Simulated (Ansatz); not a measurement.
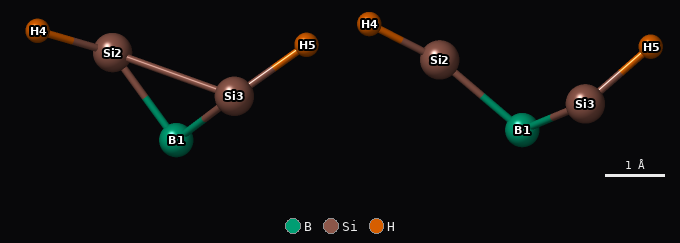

Two geometries of BSi₂H₂ (multiplicity 2), drawn at one scale. One is the start of a relaxation, the other its converged end. A ball-and-stick model, seen from a free direction.

Computed with Ansatz, UKS PBE-D4/def2-SVP. (force threshold 0.03 eV/Å; at most 250 steps)

**Which of the two is the end point?**

The left one is the relaxed one. It is one of the separated reactants of a reaction. The energy falls by 7.09 kcal/mol in 7 accepted moves (8 points after the start). The largest force component goes from 2.1 to 0.0059 eV/Å. The line search rejected the trial step at point 6 of the run. The largest move after the best rigid fit is that of Si2, 0.28 Å. Largest moves by element: Si 0.28 Å, H 0.25 Å, B 0.20 Å. Some distances before and after: Si2–Si3 2.891 → 2.569 Å, Si2–H4 1.420 → 1.517 Å, Si3–H5 1.486 → 1.517 Å, B1–Si2 1.861 → 1.852 Å. Among the angles between lasting bonds that change: B1–Si2–H4 162.0° → 135.4°, Si2–B1–Si3 102.1° → 87.8°, B1–Si3–H5 124.7° → 135.0°.
